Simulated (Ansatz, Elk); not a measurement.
## Cd3Cu: X-ray structure factors from the self-consistent density

The structure of Cd3Cu used here is made up (a known structure type with other elements) and was relaxed beforehand with PBE. The aim is the Fourier transform of its all-electron density, F(hkl), set beside the sum over free spherical atoms that refinements use.

Program: Elk 11.2.3 (patched build). Level of theory: DFT, PBE, all-electron APW+lo, Dirac cores, scalar-relativistic bands, static density, no spin. Results are calculated unless marked as measured.

The structure was built from a prototype and need not be the compound's stable phase.

### Step 1. The structure

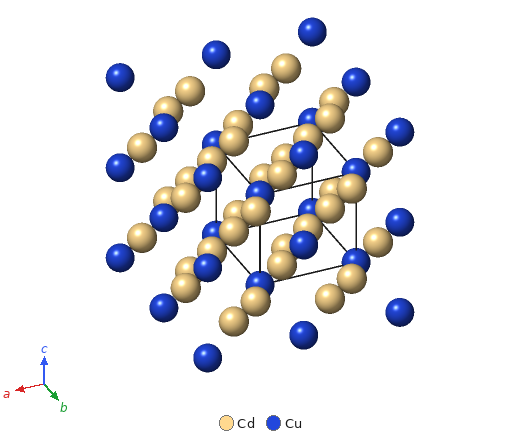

Start, viewed from a free direction; cadmium orange, copper blue. 2×2×2 cells are drawn. Some periodic images of atoms are drawn too.

As a file:

```cif
data_structure
_symmetry_space_group_name_H-M 'P 1'
_symmetry_Int_Tables_number 1
_cell_length_a 4.2616
_cell_length_b 4.2616
_cell_length_c 4.2616
_cell_angle_alpha 90.000
_cell_angle_beta 90.000
_cell_angle_gamma 90.000
_cell_volume 77.40
loop_
_atom_site_label
_atom_site_type_symbol
_atom_site_fract_x
_atom_site_fract_y
_atom_site_fract_z
_atom_site_occupancy
Cd1 Cd 0.50000 0.50000 0.00000 1
Cd2 Cd 0.50000 0.00000 0.50000 1
Cd3 Cd 0.00000 0.50000 0.50000 1
Cu4 Cu 0.00000 0.00000 0.00000 1
```

### Step 2. Ground state and structure factors

An all-electron density is needed, since X-rays see the cores too. Task 0 finds the density and task 195 Fourier-transforms it; tshift is off so that phases refer to the origin typed.

Contents of elk.in:

```
tasks
  0
  195

xctype
  20

spinpol
  .false.

rgkmax
  7.0

gmaxvr
  14.0

lmaxo
  7

lmaxapw
  8

swidth
  0.002

tshift
  .false.

hmaxvr
  5.5

maxscl
  120

epspot
  1e-06

sppath
  './'

avec
  8.05326487522 0.00000000000 -0.00000000000
  -0.00000000000 8.05326487522 0.00000000000
  -0.00000000000 0.00000000000 8.05326487522

atoms
  2
  'Cd.in'
  3
  0.5000000000 0.5000000000 -0.0000000000   0.000000 0.000000 0.000000
  0.5000000000 0.0000000000 0.5000000000   0.000000 0.000000 0.000000
  -0.0000000000 0.5000000000 0.5000000000   0.000000 0.000000 0.000000
  'Cu.in'
  1
  -0.0000000000 -0.0000000000 -0.0000000000   0.000000 0.000000 0.000000

ngridk
  5 5 5
```

Started as:

```console
OMP_NUM_THREADS=4 elk
```

Numbers of over 12 decimals in the logs are rounded to 6 here.

What it wrote:

```text
┌─────────────────────────┐
│ Elk code version 11.2.3 │
└─────────────────────────┘

All units are atomic (Hartree, Bohr, etc.)

┌─────────────────────────────────────────────────┐
│ Ground-state run starting from atomic densities │
└─────────────────────────────────────────────────┘

Lattice vectors :
   8.053264875       0.000000000      -0.000000000
  -0.000000000       8.053264875       0.000000000
  -0.000000000       0.000000000       8.053264875

Reciprocal lattice vectors :
  0.7802034832       0.000000000       0.000000000
  -0.000000000      0.7802034832      -0.000000000
   0.000000000       0.000000000      0.7802034832

Unit cell volume      :    522.2950987
Brillouin zone volume :   0.4749234945

Muffin-tin inner radius fraction :   0.1000000000E-01

Nuclei treated as point charges

Species : 1 (Cd)
 parameters loaded from : Cd.in
 name : cadmium
 nuclear charge    :   -48.00000000
 electronic charge :    48.00000000
 atomic mass :    204912.7176
 muffin-tin radius :    2.600000000
 number of radial points in muffin-tin :   1193
 inner part over the whole radius :   0.9972693929E-02
 number on inner part of muffin-tin    :    850
 approximate nuclear radius :   0.8708852602E-04
 number of mesh points to nuclear radius :    426
 atomic positions (lattice), magnetic fields (Cartesian) :
  1 :   0.50000000  0.50000000  0.00000000    0.00000000  0.00000000  0.00000000
  2 :   0.50000000  0.00000000  0.50000000    0.00000000  0.00000000  0.00000000
  3 :   0.00000000  0.50000000  0.50000000    0.00000000  0.00000000  0.00000000

Species : 2 (Cu)
 parameters loaded from : Cu.in
 name : copper
 nuclear charge    :   -29.00000000
 electronic charge :    29.00000000
 atomic mass :    115837.2717
 muffin-tin radius :    2.400000000
 number of radial points in muffin-tin :    993
 inner part over the whole radius :   0.9893084826E-02
 number on inner part of muffin-tin    :    701
 approximate nuclear radius :   0.7406004541E-04
 number of mesh points to nuclear radius :    336
 atomic positions (lattice), magnetic fields (Cartesian) :
  1 :   0.00000000  0.00000000  0.00000000    0.00000000  0.00000000  0.00000000

Total number of atoms per unit cell :    4
Total muffin-tin volume :    278.7723657
 ratio of muffin-tin to unit cell volume :   0.5337449392

Spin treatment :
 spin-unpolarised

Number of Bravais lattice symmetries :   48
Number of crystal symmetries         :   48
Crystal has inversion symmetry
Real symmetric eigensolver will be used

k-point grid :      5     5     5
k-point offset :    0.000000000       0.000000000       0.000000000
k-point set is reduced with full crystal symmetry group
Total number of k-points :       10

Muffin-tin radius times maximum |G+k| :    7.000000000
 using average radius
Maximum |G+k| for APW functions       :    2.745098039
Maximum (1/2)|G+k|²                   :    3.767781622
Maximum |G| for potential and density :    14.00000000
Constant for pseudocharge density :    9
 order of it for each species :   16  16
 order of it for pair densities of each species (exact exchange by exxq0 0: 17) :   10   8
Radial integration step length :    1

G-vector grid sizes :     36    36    36
Number of G-vectors :    24111

Maximum angular momentum used for
 APW functions            :    8
 outer part of muffin-tin :    7
 inner part of muffin-tin :    2

Total nuclear charge    :   -173.0000000
Total core charge       :    102.0000000
Total valence charge    :    71.00000000
Total excess charge     :    0.000000000
Total electronic charge :    173.0000000

Effective Wigner radius, rₛ :   0.8965897012

Number of empty states         :     16
Total number of valence states :     52
Total number of core states    :    102

Third-order local-orbitals added for an l without core states : T
Total number of local-orbitals :     73

Exchange-correlation functional :     20     0     0
 Perdew-Burke-Ernzerhof, Phys. Rev. Lett. 77, 3865 (1996)
 gradient requirement :    1
[...]
correlation                 :     -9.129783
 electron entropic           :    -0.64771592426890E-03
 total energy                :     -18443.689993670

Density of states at Fermi energy :    49.02968729
 (states/Hartree/unit cell)

Estimated indirect band gap :   0.5611418291E-02
 from k-point 8 to k-point 2
Estimated direct band gap   :   0.5410586276E-01
 at k-point 2

Charges :
 core                        :    102.0000000
 valence                     :    71.00000000
 interstitial                :    5.455862651
 muffin-tins (core leakage)
  species : 1 (Cd)
   atom 1                    :    46.64449723     (  0.2525916090E-03)
   atom 2                    :    46.64449723     (  0.2525916090E-03)
[...]
species : 2 (Cu)
[...]
total in muffin-tins        :    167.5441373
 total calculated charge     :    172.9985950
 total charge                :    173.0000000
 error                       :   0.1405002002E-02

RMS change in Kohn-Sham potential (target) :   0.2164088953     (  0.1000000000E-05)
Absolute change in total energy (target)   :   0.1877744393     (  0.1000000000E-03)

[... loops 3 to 15 left out ...]

┌──────────────────┐
│ Loop number : 16 │
└──────────────────┘

Energies :
 Fermi                       :     0.214214
 sum of occupied eigenvalues :     -11027.922725523
 electron kinetic            :      19284.742288755
 core electron kinetic       :      18543.624416539
 Coulomb                     :     -37195.889224776
 Coulomb potential           :     -29619.020331203
 nuclear-nuclear             :     -2167.7894234640
 electron-nuclear            :     -40498.585462991
 Hartree                     :      5470.4856616786
 Madelung                    :     -22386.379059174
 xc potential                :     -693.64468307419
 exchange                    :     -522.77097068542
 correlation                 :     -9.135378
 electron entropic           :    -0.31343778262164E-03
 total energy                :     -18443.053597713

Density of states at Fermi energy :    19.07088021
 (states/Hartree/unit cell)

Estimated indirect band gap :   0.1784727166E-01
 from k-point 8 to k-point 2
Estimated direct band gap   :   0.6344004953E-01
 at k-point 5

Charges :
 core                        :    102.0000000
 valence                     :    71.00000000
 interstitial                :    5.022733347
 muffin-tins (core leakage)
  species : 1 (Cd)
[...]
species : 2 (Cu)
[...]
total in muffin-tins        :    167.9772667
 total calculated charge     :    172.9986684
 total charge                :    173.0000000
 error                       :   0.1331633715E-02

RMS change in Kohn-Sham potential (target) :   0.2202400188E-06 (  0.1000000000E-05)
Absolute change in total energy (target)   :   0.7993117833E-04 (  0.1000000000E-03)

Convergence targets achieved

┌──────────────────┐
│ Loop number : 17 │
└──────────────────┘

Energies :
 Fermi                       :     0.214214
 sum of occupied eigenvalues :     -11027.922708312
 electron kinetic            :      19284.742295138
 core electron kinetic       :      18543.624420278
 Coulomb                     :     -37195.889220381
 Coulomb potential           :     -29619.020331542
 nuclear-nuclear             :     -2167.7894234640
 electron-nuclear            :     -40498.585454498
 Hartree                     :      5470.4856575805
 Madelung                    :     -22386.379054610
 xc potential                :     -693.64467190737
 exchange                    :     -522.77097036306
 correlation                 :     -9.135378
 electron entropic           :    -0.31343775124795E-03
 total energy                :     -18443.053586586

Density of states at Fermi energy :    19.07087876
 (states/Hartree/unit cell)

Estimated indirect band gap :   0.1784728142E-01
 from k-point 8 to k-point 2
Estimated direct band gap   :   0.6344004419E-01
 at k-point 5

Charges :
 core                        :    102.0000000
 valence                     :    71.00000000
 interstitial                :    5.022732894
 muffin-tins (core leakage)
  species : 1 (Cd)
[...]
atom 2                    :    46.66052712     (  0.2409634633E-03)
   atom 3                    :    46.66052712     (  0.2409634633E-03)
  species : 2 (Cu)
   atom 1                    :    27.99568573     (  0.1561491217E-03)
 total in muffin-tins        :    167.9772671
 total calculated charge     :    172.9986684
 total charge                :    173.0000000
 error                       :   0.1331633610E-02

┌──────────────────────────────┐
│ Self-consistent loop stopped │
└──────────────────────────────┘

Warning : core states of species 1 leak from the muffin-tin :   0.2409634633E-03

Warning : core states of species 2 leak from the muffin-tin :   0.1561491217E-03

Wrote STATE.OUT
```

It took 14 s on 4 threads of Arm Neoverse V2, shared host; peak memory 0.18 GiB.

SFACRHO.OUT:

```text

h k l indices transformed by vhmat matrix:
   1.000000000       0.000000000       0.000000000    
   0.000000000       1.000000000       0.000000000    
   0.000000000       0.000000000       1.000000000    

      h      k      l  multipl.   |H|            Re(F)            Im(F)           |F|

      0      0      0      1   0.0000000       173.00000      0.41601095E-17   173.00000    
      0      1      0      6  0.78020348      -17.345215      0.48095258E-13   17.345215    
      0     -1      1     12   1.1033743      -16.290035      0.85276128E-14   16.290035    
      1     -1     -1      8   1.3513521       138.88762      0.43560653E-13   138.88762    
     -2      0      0      6   1.5604070       132.22255      0.83527237E-13   132.22255    
     -1      0     -2     24   1.7445880      -14.264380     -0.55685437E-13   14.264380    
     -2      1      1     24   1.9111004      -13.791681     -0.61964053E-13   13.791681    
     -2      2      0     12   2.2067487       113.45018     -0.13466841E-13   113.45018    
     -2     -1      2     24   2.3406104      -12.700810     -0.49034310E-13   12.700810    
      3      0      0      6   2.3406104      -12.694478      0.22534484E-13   12.694478    
     -3      0     -1     24   2.4672200      -12.423625     -0.13274280E-13   12.423625    
     -3     -1      1     24   2.5876422       103.70709      0.27367921E-13   103.70709    
      2      2      2      8   2.7027041       101.00272     -0.19206195E-12   101.00272    
      0     -2     -3     24   2.8130637      -11.778414      0.43416537E-14   11.778414    
     -2      3      1     48   2.9192541      -11.615745     -0.37094927E-13   11.615745    
      0      0      4      6   3.1208139       92.062271     -0.11733322E-12   92.062271    
      0      4     -1     24   3.2168614      -11.216766     -0.17451965E-13   11.216766    
      3      2      2     24   3.2168614      -11.218389     -0.26453058E-13   11.218389
```

Elk indexes on the primitive cell of elk.in and gives |H| = 4π sin θ/λ in inverse bohr. Below, one row stands for each form hkl of the conventional cell (m members, Friedel mates merged), F is for one primitive cell and the density is static (no thermal factor). Free-atom factors are Waasmaier and Kirfel's, and R is Σm||F|−|F'||/Σm|F|.

```csv
hkl,m,sin θ/λ (Å⁻¹),"abs F, DFT",neutral atoms,diff.
100,6,0.117,17.345,17.323,+0.023
110,12,0.166,16.290,16.186,+0.104
111,8,0.203,138.888,139.638,-0.750
200,6,0.235,132.223,132.926,-0.703
210,24,0.262,14.264,14.062,+0.202
211,24,0.287,13.792,13.595,+0.197
220,12,0.332,113.450,113.596,-0.146
221,24,0.352,12.701,12.574,+0.127
300,6,0.352,12.694,12.574,+0.121
310,24,0.371,12.424,12.319,+0.105
311,24,0.389,103.707,103.668,+0.039
222,8,0.406,101.003,100.914,+0.089
320,24,0.423,11.778,11.718,+0.061
321,48,0.439,11.616,11.560,+0.056
```

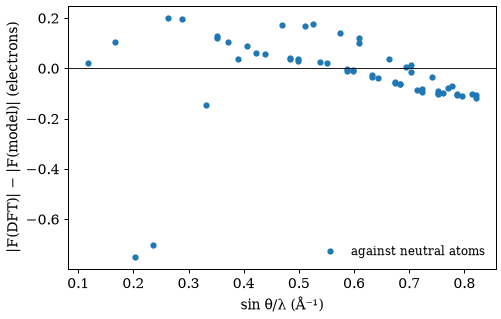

Difference between the calculated structure factors and the independent-atom ones.

### Step 3. Outcome

```yaml
r_against_neutral_atoms_sin_theta_lambda_0p3_a_minus1: 0.74 %
r_against_neutral_atoms_0p3_to_0p82_a_minus1: 0.26 %
```

**Reading.** Independent neutral atoms miss the calculated amplitudes by R = 0.74 % below 0.3 Å⁻¹ and 0.26 % from there to 0.82 Å⁻¹; by shells, 0.13 % below 0.15 Å⁻¹ (1 form), 0.76 % 0.15 to 0.3 (5 forms), 0.22 % 0.3 to 0.45 (8 forms), 0.26 % above 0.45 (43 forms). Bonding, aspherical density and the tables' own atoms all enter these figures, and the runs don't part them. The largest change of an amplitude is -0.75 electrons, at 111. The basis has no finished test. The k-mesh has no finished test. These runs have no spin, though d or f shells may be open. Part of the difference isn't bonding: the tables are fits to free atoms and ions calculated by other methods than this functional. Thermal motion, anomalous dispersion and extinction are left out.

[Logs are printed without paths, hosts, clocks, repeated set-up lines and the standing remarks that a program may print on its own settings, such as how far it seeks lower states.]

[Hosts, paths, dates, database ids (printed as entryN), source tags and the programs' standing remarks are cut or masked in the printed files.]
